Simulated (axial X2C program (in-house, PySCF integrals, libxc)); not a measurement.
RuGa⁺: relativistic diatomic calculation

- system: RuGa⁺, single determinant with M_S = 2 and |Λ| = 0.
- method: PBE0, spin-free X2C-1e, Ru dyall-v3z, Ga dyall-v3z (cores contracted) (axial X2C program (in-house, PySCF integrals, libxc))

**Input file**
```
{"zs": [44, 31], "q": 1, "bas": ["dyall-v3z", "dyall-v3z"], "levels": ["PBE0", "HF", "BLYP", "r2SCAN"], "cc": false, "r0": 2.49, "npts": 10, "nst": 2, "ntry": 6, "opt": {"nrad": 30, "nth": 14}}
```

The line is the task of a batch: nuclear charges, charge, bases, the levels to run, a first guess of the distance and further settings. This report covers PBE0 without spin-orbit coupling. The log is that of the reference distance 2.527 Å.

Launched within a batch (the task file carries these settings):
```bash
python <driver script> task.json out
```

**The program's output**
```
spin-free X2C-1e  PBE0
basis functions 205  fitting functions 1192  grid points 812
iter        total energy     max residual
   1      -6471.222257248     1.98e+01
   2      -6472.217329570     1.47e+01
   3      -6473.229581905     2.21e+00
   4      -6473.457446899     4.12e+00
   5      -6473.503679744     6.80e-01
   6      -6473.516017632     3.26e-01
   7      -6473.518523871     1.51e-01
   8      -6473.520164258     8.56e-02
   9      -6473.520456663     5.37e-02
  10      -6473.520601500     2.26e-02
  11      -6473.520649034     2.28e-02
  12      -6473.520679904     4.31e-03
  13      -6473.520684967     3.67e-03
  14      -6473.520686257     1.71e-03
  15      -6473.520686416     6.13e-04
  16      -6473.520686456     1.95e-04
  17      -6473.520686462     1.17e-04
  18      -6473.520686462     4.17e-05
  19      -6473.520686462     2.78e-05
  20      -6473.520686462     4.82e-06
converged
one-electron -9508.90070084  Coulomb 2959.93380536  exact exchange -51.68022959  xc functional -158.50779791  nuclear repulsion 285.63423652
```

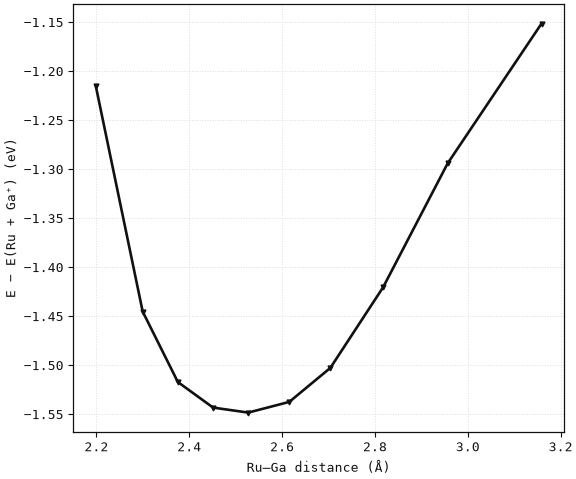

Fig. 1: Energy at 10 bond lengths, for one set of occupations held fixed; the line joins the points. A polynomial of degree 6 through 9 points gives rₑ = 2.516 Å, ωₑ = 122.9 cm⁻¹, ωₑxₑ = −7.1 cm⁻¹ and Bₑ = 0.06478 cm⁻¹. The minimum lies 1.55 eV below Ru + Ga⁺, each computed as one determinant at the same level.

**Outcome**

```
                    quantity                                                                 value
                     outcome                                                             converged
              bond length rₑ                                                               2.516 Å
                          ωₑ                                                            122.9 cm⁻¹
       energy at the minimum                                                   −6473.52070 hartree
   depth below the fragments                                                               1.55 eV
largest ⟨S²⟩ along the curve                                                                  6.02
                    hardware  1 thread of Arm Neoverse N1, 16 GiB of memory available, shared host
                   wall time                                                                  20 s
                 peak memory                                                              0.43 GiB
```

**What is odd here**

One thing in this input was made odd on purpose: coarse grid (nrad = 30.0) (nth = 14.0). The program ran to the end. Its numbers are those of the input as typed; this run alone doesn't show how far the oddity moves them.
